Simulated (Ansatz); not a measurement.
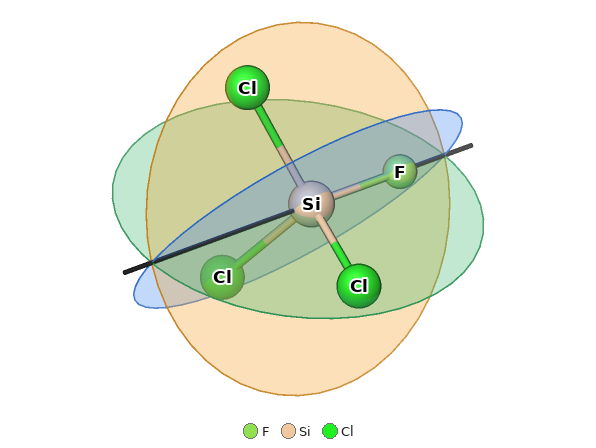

All proper rotation axes (lines) and mirror planes (discs) of the structure are drawn in. Distant atoms are faded towards the background colour. The computed structure is the end point of a PBE-D4/def2-SVP optimisation. No frequency run is at hand to confirm it as a minimum.

Q: Name the symmetry elements and the point group.

A: It has 1 C3 axis and 3 mirror planes. Point group C3v. The group has 6 operations. The geometry is achiral, and symmetry allows a dipole moment.
